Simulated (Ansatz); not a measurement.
# One shape, several levels: AlCl (SMILES [Al][Cl])

We compute a comparison of 4 runs (HF/STO-3G, B3LYP/6-31G*, B3LYP/cc-pVTZ, CCSD(T)/6-311G**) of AlCl. 

Program for the calculation: Ansatz 0.2.0.

6 further runs of the same task are left out: 1 that didn't finish, 5 set aside as unsound or not needed.

## 1. The molecule

The species is AlCl (2 atoms), meant as a singlet with charge 0. As SMILES, `[Al][Cl]`. Geometry: the measured bond length.

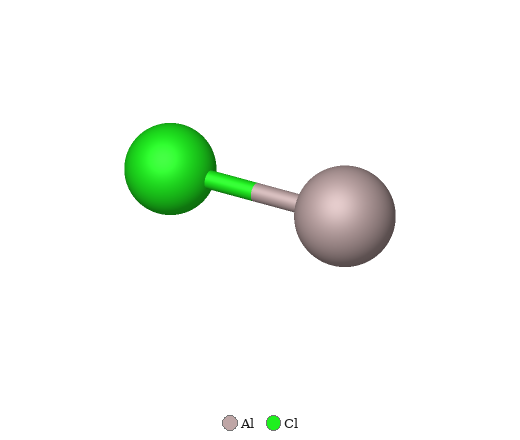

The structure, seen from a chosen angle (aluminium light grey, chlorine green).

## 2. Energy and gradient at HF/STO-3G (run 1)

The input, run.yaml:

```yaml
crystal:
  periodic: [false, false, false]
  atoms:
    - {symbol: Al, position_ang: [0.000000, 0.000000, 0.000000]}
    - {symbol: Cl, position_ang: [0.000000, 0.000000, 2.130113]}
basis:
  gaussian: {orbitals: STO-3G}
magnetization: {spin_polarized: false, initial_magnetization: 0}
hamiltonian: {xc: hf}
accuracy: high
output: {forces: true, orbitals: {seedname: orbitals}}
```

Started as:

```console
$ ansatz run run.yaml --threads 1 --pin off --max-ram 2610MiB --events-out events.jsonl --progress --plain --runs-dir runs
```

Log:

```text
Warning: RAYON_NUM_THREADS=1 ignored (pool sized by the plan → 1); use --threads N
Functional definition: HF
  name "HF"
  exchange = exact_x
  correlation = 0
296 factors; integrals over basis functions are off by at most 4.0e-9 eV
mean field evaluation 1: about -18874.5063 eV, gradient 1.1e1 eV
mean field evaluation 2: about -18874.5273 eV, gradient 1.1e1 eV
mean field evaluation 4: about -18875.3592 eV, gradient 2.5e-1 eV
mean field evaluation 8: about -18875.3579 eV, gradient 9.7e-6 eV
mean field -18875.35788501 eV, -693.6566080969 hartree, gradient 2.2e-8 eV, S^2 0.000000; 0 other end points of the search recorded, 0 dependent functions left out
the calculation of the forces begins
reference -18875.35788501 eV, -693.6566080969 hartree; 15, 15 occupied and 3, 3 virtual orbitals, 296 factors
Total energy: -18875.35788501 eV, -693.6566080969 hartree
Atom 0 at     0.000000     0.000000     0.000000 Å, force    -0.000000     0.000000    -0.574637 eV/Å
Atom 1 at     0.000000     0.000000     2.130113 Å, force     0.000000     0.000000     0.574637 eV/Å
Dipole moment:     0.000000     0.000000    -0.894963 e Å
```

Run time: 0.14 s. Hardware: 1 thread of AMD EPYC 7R13 (Zen 3), shared host.

## 3. Energy and forces at B3LYP/6-31G(d) (Cartesian functions) (run 2)

The input, run.yaml:

```yaml
crystal:
  periodic: [false, false, false]
  atoms:
    - {symbol: Al, position_ang: [0.000000, 0.000000, 0.000000]}
    - {symbol: Cl, position_ang: [0.000000, 0.000000, 2.130113]}
basis:
  gaussian:
    orbitals: "6-31G*"
output: {forces: true, orbitals: {seedname: orbitals}}
hamiltonian:
  xc: {name: B3LYP}
accuracy: high
```

Started as:

```console
$ ansatz run run.yaml --threads 1 --pin off --max-ram 2610MiB --events-out events.jsonl --progress --plain --runs-dir runs
```

Log, cut to the lines that bear on the results:

```text
Warning: RAYON_NUM_THREADS=1 ignored (pool sized by the plan → 1); use --threads N
Functional definition: B3LYP
  name "B3LYP"
[...]
634 factors; integrals over basis functions are off by at most 3.1e-9 eV
[...]
mean field -19121.08544462 eV, -702.6869293525 hartree, gradient 2.7e-9 eV, S^2 0.000000; 0 other end points of the search recorded, 0 dependent functions left out
[...]
reference -19121.08547134 eV, -702.6869303345 hartree; 15, 15 occupied and 23, 23 virtual orbitals, 634 factors
Total energy: -19121.08547134 eV, -702.6869303345 hartree
Atom 0 at     0.000000     0.000000     0.000000 Å, force    -0.000000    -0.000000    -0.544881 eV/Å
Atom 1 at     0.000000     0.000000     2.130113 Å, force     0.000000    -0.000000     0.544881 eV/Å
Dipole moment:     0.000000    -0.000000    -0.328954 e Å
```

Wall time 1.3 s (1 thread of AMD EPYC 7R13 (Zen 3), shared host).

Run 3 isn't shown in full; the table further down has it.

## 4. Energy and gradient at CCSD(T)/6-311G(d,p) (run 4)

The input, job.yaml:

```yaml
crystal:
  periodic: [false, false, false]
  atoms:
    - {symbol: Al, position_ang: [0.000000, 0.000000, 0.000000]}
    - {symbol: Cl, position_ang: [0.000000, 0.000000, 2.130113]}
basis:
  gaussian:
    orbitals: 6-311G_st__st_-spherical.json
scf:
  omitted_lower_state_checks: [cluster_reference, increment]
correlation:
  method: ccsd_t
  frozen_orbitals: {Al: 5, Cl: 5}
output: {forces: true, orbitals: {seedname: orbitals}}
accuracy: high
```

The basis set 6-311G** is read from a file made from the Basis Set Exchange's data (not shown).

Started as:

```console
$ ansatz run job.yaml --threads 1 --pin off --max-ram 2610MiB --events-out events.jsonl --progress --plain --runs-dir runs
```

Log, cut to the lines that bear on the results:

```text
Warning: RAYON_NUM_THREADS=1 ignored (pool sized by the plan → 1); use --threads N
[... 2 set-up lines as earlier in the session ...]
[...]
752 factors; integrals over basis functions are off by at most 4.6e-9 eV
[...]
mean field -19088.50798913 eV, -701.4897299449 hartree, gradient 1.1e-8 eV, S^2 0.000000; 0 other end points of the search recorded, 0 dependent functions left out
10 core orbitals not correlated: weight in the atoms' cores, before any rotation towards them, 1.000 or more for the frozen orbitals, at most 0.000 for the correlated occupied ones
reference -19088.50798913 eV, -701.4897299449 hartree; 5, 5 occupied and 37, 37 virtual orbitals, 752 factors
second order -4.88540062 eV of doubles, -0.00000000 eV of singles
cycle   1  -5.30844235 eV  change   -4.2e-1 eV  update   7.0e-2
[...]
cycle  20  -5.52827138 eV  change  -1.4e-10 eV  update  3.9e-10
perturbative correction -0.14742764 eV, -0.0054178658 hartree
[...]
Total energy: -19094.18368814 eV, -701.6983080366 hartree
Atom 0 at     0.000000     0.000000     0.000000 Å, force     0.000000    -0.000000    -0.113286 eV/Å
Atom 1 at     0.000000     0.000000     2.130113 Å, force    -0.000000     0.000000     0.113286 eV/Å
Dipole moment:     0.000000    -0.000000    -0.378839 e Å
Checks for a lower state left out: cluster_reference, increment
```

It took 1.8 s on 1 thread of AMD EPYC 7R13 (Zen 3), shared host; peak memory 0.16 GiB.

## 5. The series

```
run                               level  Cartesian functions  frozen core orbitals  energy (Eh)  dipole moment (D)  HOMO energy (eV)  LUMO energy (eV)  wall time
  1                           HF/STO-3G                   no                     –  -693.656608               4.30             -5.93              8.67     0.14 s
  2  B3LYP/6-31G* (Cartesian functions)                  yes                     –  -702.686930               1.58             -6.82             -1.79      1.3 s
  3                       B3LYP/cc-pVTZ                   no                     –  -702.749396               1.49             -6.80             -1.77      2.1 s
  4                    CCSD(T)/6-311G**                   no                    10  -701.698308               1.82             -9.08              0.73      1.8 s
```

## 6. Outcome

```
                                           quantity          value
                                run 4: total energy  -701.69831 Eh
          run 4: dipole moment (correlated density)         1.82 D
         run 4: HOMO energy (Hartree–Fock orbitals)       -9.08 eV
         run 4: LUMO energy (Hartree–Fock orbitals)        0.73 eV
       run 4: HOMO–LUMO gap (Hartree–Fock orbitals)        9.80 eV
run 4: correlation energy (10 core orbitals frozen)     -208.6 mEh
                              run 4: (T) correction      -5.42 mEh
                               run 4: T1 diagnostic          0.013
                    run 4: largest force on an atom     0.113 eV/Å
```

What this shows: The dipole moment (its size) runs from 1.49 D (B3LYP/cc-pVTZ) to 4.30 D (HF/STO-3G). The two ends differ in method and basis. Over runs 1, 2, 3 the HOMO–LUMO gap runs from 5.03 eV (B3LYP/cc-pVTZ) to 14.61 eV (HF/STO-3G). In run 1 the basis is minimal, so the values are rough. All runs together took 5.4 s, the longest 2.1 s.
